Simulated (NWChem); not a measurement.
# NaF (SMILES [F][Na]): levels of theory compared

Wanted: a comparison of 6 runs (HF/STO-3G, HF/3-21G, HF/cc-pVTZ, B3LYP/6-31G*, BLYP/cc-pVTZ, MP2/cc-pVTZ) of NaF. 

Program for the calculation: NWChem 7.3.0.

1 further run of the same task is left out (set aside as unsound or not needed).

**1. The structure to begin with**

NaF has 2 atoms, charge 0, and is taken as a singlet. SMILES: `[F][Na]`. Geometry: relaxed at PBE0-D4/def2-TZVP.

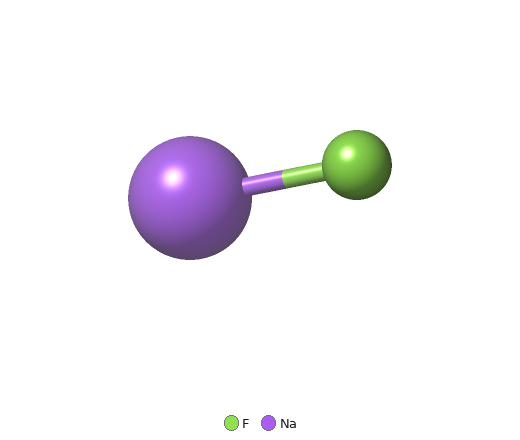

Viewed from a chosen angle; fluorine green, sodium purple.

**2. Energy and forces at HF/STO-3G (run 1)**

Contents of fna.xyz:

```xyz
2
FNa hf
F     -0.804100     0.240100    -0.422400
Na     0.833600    -0.300300     0.426500
```

Contents of fna.nw:

```
start fna
title "FNa hf"
memory 2200 mb
geometry units angstroms noautosym nocenter noautoz
  load fna.xyz
end
basis spherical bse
  * library STO-3G
end
scf
  thresh 1e-08
  maxiter 80
  print medium
end
task scf gradient
```

The run is started by

```bash
$ nwchem fna.nw > fna.out
```

What it wrote:

```text
[...]
  functions       =    14
[...]
  wavefunction    = RHF
[...]
         Total SCF energy =   -257.817299221465
      One-electron energy =   -422.292287781781
      Two-electron energy =    137.220042980587
 Nuclear repulsion energy =     27.254945579729
        Time for solution =      0.1s
[...]
                         RHF ENERGY GRADIENTS
    atom               coordinates                        gradient
                 x          y          z           x          y          z
   1 F      -1.519529   0.453723  -0.798220   -0.064951   0.021432  -0.033667
   2 Na      1.575276  -0.567485   0.805968    0.064951  -0.021432   0.033667
[...]
```

Run time: 0.68 s. Hardware: 1 thread of AMD EPYC 7R13 (Zen 3), shared host; peak memory 0.098 GiB.

**3. Energy and gradient at HF/3-21G (run 2)**

Contents of fna.nw:

```
start fna
title "FNa"
memory 2200 mb
geometry noautosym nocenter noautoz
  F       -0.804100       0.240100      -0.422400
  Na       0.833600      -0.300300       0.426500
end
basis spherical bse
  * library 3-21G
end
scf
  thresh 1e-08
  maxiter 80
end
task scf gradient
```

The run is started by

```bash
$ nwchem fna.nw > fna.out
```

What it wrote:

```text
[...]
  functions       =    22
[...]
  wavefunction    = RHF
[...]
         Total SCF energy =   -259.764783822068
      One-electron energy =   -422.777086541260
      Two-electron energy =    135.757357139464
 Nuclear repulsion energy =     27.254945579729
        Time for solution =      0.2s
[...]
                         RHF ENERGY GRADIENTS
    atom               coordinates                        gradient
                 x          y          z           x          y          z
   1 F      -1.519529   0.453723  -0.798220   -0.011870   0.003917  -0.006153
   2 Na      1.575276  -0.567485   0.805968    0.011870  -0.003917   0.006153
[...]
```

Wall time 0.8 s (1 thread of AMD EPYC 7R13 (Zen 3), shared host); peak memory 0.098 GiB.

Runs 3 to 5 aren't shown in full; the table further down has their settings and results.

**4. Energy and gradient at MP2/cc-pVTZ (run 6)**

Contents of a.nw:

```
start a
memory 2200 mb
charge 0

geometry noautosym nocenter noautoz
 F    -0.804100    0.240100   -0.422400
 Na    0.833600   -0.300300    0.426500
end

basis spherical bse
 * library cc-pVTZ
end

scf
 nopen 0
 rhf
 thresh 1e-08
 maxiter 80
end

mp2
 freeze core 2
 tight
end

task mp2 gradient
```

The run is started by

```bash
$ nwchem a.nw > a.out
```

What it wrote:

```text
[...]
  functions       =    64
[...]
  wavefunction    = RHF
[...]
         Total SCF energy =   -261.367335494792
      One-electron energy =   -424.327477296266
      Two-electron energy =    135.705196221745
 Nuclear repulsion energy =     27.254945579729
        Time for solution =     16.1s
[...]
          Total MP2 energy          -261.656642439165
[...]
                         mp2 ENERGY GRADIENTS
    atom               coordinates                        gradient
                 x          y          z           x          y          z
   1 F      -1.519529   0.453723  -0.798220    0.005095  -0.001681   0.002641
   2 Na      1.575276  -0.567485   0.805968   -0.005095   0.001681  -0.002641
[...]
```

It took 46 s on 1 thread of AMD EPYC 7R13 (Zen 3), shared host; peak memory 0.16 GiB.

**5. The series**

| run | level | iteration cap | module | energy (Eh) | dipole moment (D) | HOMO energy (eV) | LUMO energy (eV) | wall time |
| --- | --- | --- | --- | --- | --- | --- | --- | --- |
| 1 | HF/STO-3G | 80 | scf | -257.817299 | 6.87 | -2.73 | 12.09 | 0.68 s |
| 2 | HF/3-21G | 80 | scf | -259.764784 | 7.76 | -9.79 | -0.19 | 0.8 s |
| 3 | HF/cc-pVTZ | 80 | scf | -261.367335 | 8.37 | -11.54 | -0.32 | 25 s |
| 4 | B3LYP/6-31G* (spherical functions) | 100 | dft | -262.156247 | 7.04 | – | – | 3 s |
| 5 | BLYP/cc-pVTZ | 100 | dft | -262.216643 | 7.53 | -4.97 | -2.15 | 22 s |
| 6 | MP2/cc-pVTZ | 80 | mp2 | -261.656642 | 8.11 | -11.54 | -0.32 | 46 s |

**6. Results**

| quantity | value |
| --- | --- |
| run 6: total energy | -261.65664 Eh |
| run 6: dipole moment (of the density that the program reports) | 8.11 D |
| run 6: HOMO energy (Hartree–Fock orbitals) | -11.54 eV |
| run 6: LUMO energy (Hartree–Fock orbitals) | -0.32 eV |
| run 6: HOMO–LUMO gap (Hartree–Fock orbitals) | 11.22 eV |
| run 6: correlation energy (2 core orbitals frozen) | -289.3 mEh |
| run 6: largest force on an atom | 0.308 eV/Å |

**Reading.** The dipole moment (its size) runs from 6.87 D (HF/STO-3G) to 8.37 D (HF/cc-pVTZ). Over runs 1, 2, 3, 5 the HOMO–LUMO gap runs from 2.82 eV (BLYP/cc-pVTZ) to 14.82 eV (HF/STO-3G). The two ends differ in method and basis. Totals of different functionals can't be ranked against each other. In run 1 the basis is minimal, so the values are rough. All runs together took 97 s, the longest 46 s.
